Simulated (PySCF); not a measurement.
Consider C$_{3}$H$_{10}$FNSi.

Input

```
{"job": {"kind": "nmr", "xc": "PBE0", "basis": "pcSseg-1"}, "charge": 0, "multiplicity": 1}
N     -2.551688    -0.405700     0.546833
C     -1.104705    -0.518724     0.523256
C     -0.441345    -0.036538    -0.772589
C      1.073886    -0.225911    -0.761285
Si     1.996812     0.778393     0.558251
F      3.553885     0.750150     0.132289
H     -2.958217    -0.954197    -0.204414
H     -2.830144     0.560037     0.405062
H     -0.715480     0.057956     1.366903
H     -0.855430    -1.570205     0.691294
H     -0.872833    -0.590724    -1.613494
H     -0.677444     1.021212    -0.921486
H      1.293289    -1.289326    -0.638613
H      1.465041     0.053205    -1.743541
H      1.637393     2.190061     0.531078
H      1.979382     0.189254     1.889046
```

Run with:

```sh
OMP_NUM_THREADS=1 python probes_run.py task.json out
```

Geometry: GFN2-xTB.

Level of theory: PySCF 2.14.0, PBE0/pcSseg-1, SCF density, gas phase, non-relativistic.

> What will maps of the electron density and electron localisation function show?

C–N (1.45 Å): ρ at the midpoint is about 1.9 e/Å³; the ELF peaks at about 0.95 between the atoms; a covalent bond.
C–C (1.53 Å): ρ is about 1.6 e/Å³ halfway; the ELF peaks at about 0.95 between the atoms; a covalent bond.
C–H (1.09 Å): the density is about 1.9 e/Å³ at the midpoint; the ELF climbs to about 1 towards the hydrogen, as it does in any bond to H; a covalent bond by its length.

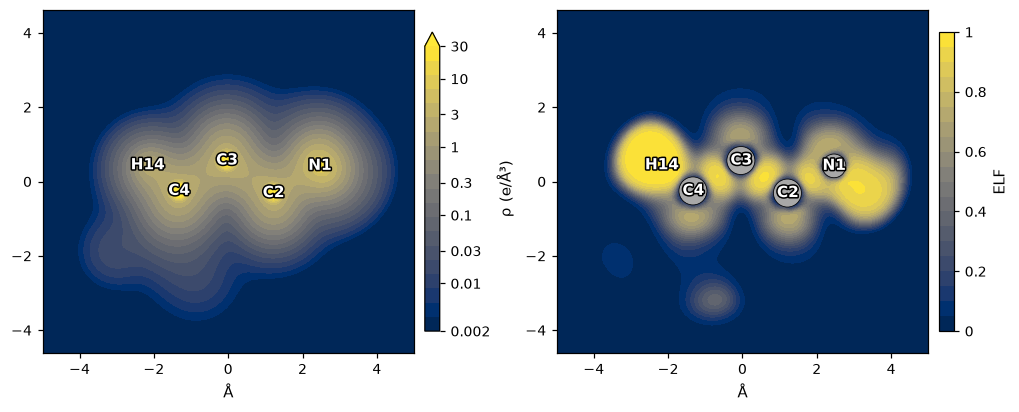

Computed electron density and electron localisation function on the plane of atoms C3, C4 and H14, in this order. Grey discs cover the atomic cores in the ELF map. 
